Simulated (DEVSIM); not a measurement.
System: Au/SiON/p-Ge capacitor, at 300 K.

```csv
layer (left to right),material,thickness (nm),Na (cm⁻³)
1,SiON,8.40,-
2,Ge,6400,8.7e15
```

Metal gate on the left, work function 5.1 eV. Fixed charge at the semiconductor interface -1.1e11 cm⁻² (in units of +e); no interface traps.

This is a model device: material constants are rounded textbook-type values typed into the input, and sizes, dopings and lifetimes were drawn at random. Values at 300 K.

| parameter | SiON | Ge |
|---|---|---|
| gap (eV) | 7 | 0.664 |
| affinity (eV) | 1.4 | 4 |
| permittivity | 5.5 | 16 |
| Nc (cm⁻³) | - | 1.04e19 |
| Nv (cm⁻³) | - | 6e18 |

Model (solved in DEVSIM): 1D Poisson equation in equilibrium, Boltzmann statistics, complete ionisation; no quantum confinement or tunnelling. Metal contacts follow the ideal Schottky-Mott rule: no Fermi-level pinning, no interface dipoles.

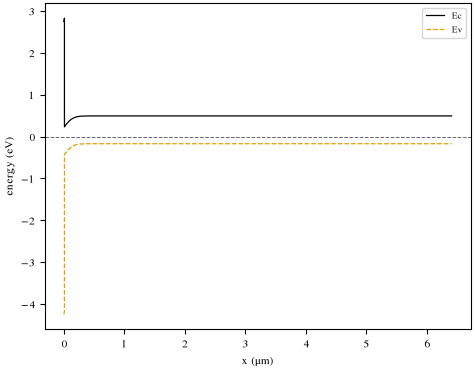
*Band edges at 0.95 V on the gate*

Energies count from the Fermi level of the right contact; mesh points crowd at the junctions.

```csv
x (μm),Ec (eV),Ev (eV),n (cm⁻³),p (cm⁻³),field (V/cm)
0.000,2.750,-4.250,< 1e2,< 1e2,99000
0.001360,2.764,-4.237,< 1e2,< 1e2,99000
0.003858,2.788,-4.212,< 1e2,< 1e2,99000
0.006614,2.816,-4.184,< 1e2,< 1e2,99000
0.008481,0.234,-0.430,1.2e15,3.5e11,22000
0.01014,0.237,-0.427,1.1e15,4.0e11,22000
0.01400,0.245,-0.419,7.9e14,5.6e11,21000
0.02792,0.274,-0.390,2.6e14,1.7e12,20000
0.05550,0.324,-0.340,3.7e13,1.2e13,17000
0.1198,0.413,-0.251,1.2e12,3.6e14,11000
0.2700,0.488,-0.176,6.6e10,6.6e15,1300
0.8111,0.495,-0.169,5.0e10,8.7e15,≈ 0
1.883,0.495,-0.169,5.0e10,8.7e15,≈ 0
4.050,0.495,-0.169,5.0e10,8.7e15,≈ 0
5.664,0.495,-0.169,5.0e10,8.7e15,≈ 0
6.090,0.495,-0.169,5.0e10,8.7e15,≈ 0
6.273,0.495,-0.169,5.0e10,8.7e15,≈ 0
6.351,0.495,-0.169,5.0e10,8.7e15,≈ 0
6.390,0.495,-0.169,5.0e10,8.7e15,≈ 0
6.401,0.495,-0.169,5.0e10,8.7e15,≈ 0
6.406,0.495,-0.169,5.0e10,8.7e15,≈ 0
6.408,0.495,-0.169,5.0e10,8.7e15,≈ 0
```
